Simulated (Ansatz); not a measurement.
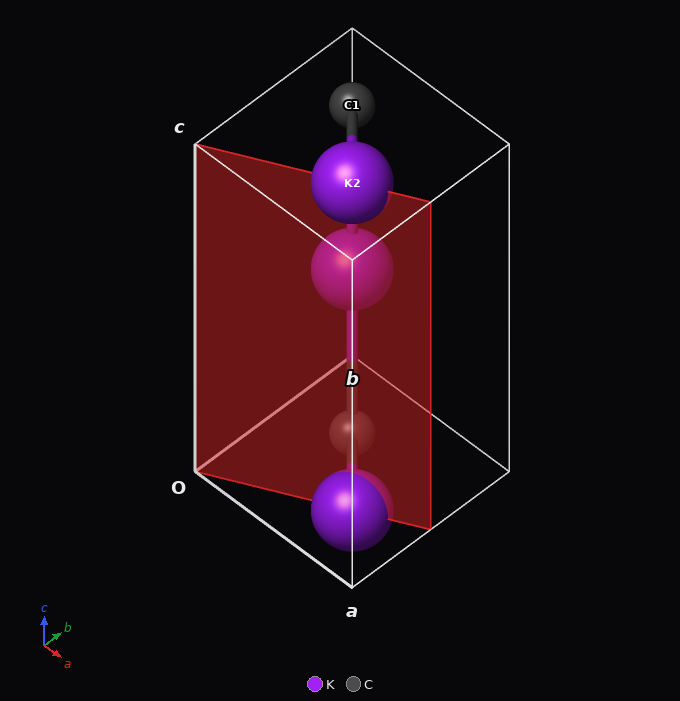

For K₂C, coordinates from a relaxation with DFT PBE, scalar-relativistic, plane waves, PAW in Ansatz; the starting structure was generated, so it need not be a known form of this composition: the shaded plane is a symmetry element of the crystal. Symmetry computed with spglib at a tolerance of 0.002 Å; standard conventional cell.

a = 5.097 Å, b = 5.097 Å, c = 5.878 Å, α = 90.00°, β = 90.00°, γ = 120.00°.

| atom | x | y | z |
| --- | --- | --- | --- |
| K1 | 0.3333 | 0.6667 | 0.5000 |
| K2 | 0.6667 | 0.3333 | 0.0000 |
| C1 | 0.3333 | 0.6667 | 0.0000 |

### Is it a mirror or a glide plane, and what is the operation?

It is a mirror plane, parallel to (1 −2 0), through (0.600, 0.300, 1/2): x, y, z → x, x−y, z.

### Onto which atom does it carry each atom (up to whole multiples of a, b and c)?

K1 → K1, K2 → K2, C1 → C1.

### What is the crystal's space group?

P-6m2, No. 187.
